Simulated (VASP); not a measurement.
Band structure of Ti$_{4}$CN$_{3}$ (ordered alloy cell). Computed with PBEsol GGA, VASP's PBE PAW potentials (set 64) (plane waves; VASP).

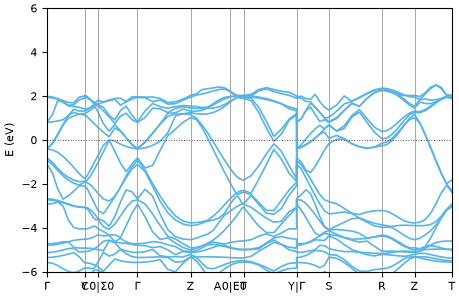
*Bands along high-symmetry lines, zero at the valence-band maximum or, without a gap, the Fermi level*

Problem. Read the plot: is there a gap, and where are the band edges?

Solution. It has no gap at this level: it comes out as a metal or semimetal. (Edges off the drawn lines would not show.)

The structure was generated: Ti4CN3 was put into an ordered model structure (Cmmm), which need not be its known phase. It was relaxed first. The electron count is odd and the run is not spin-polarised, which forces a metal.
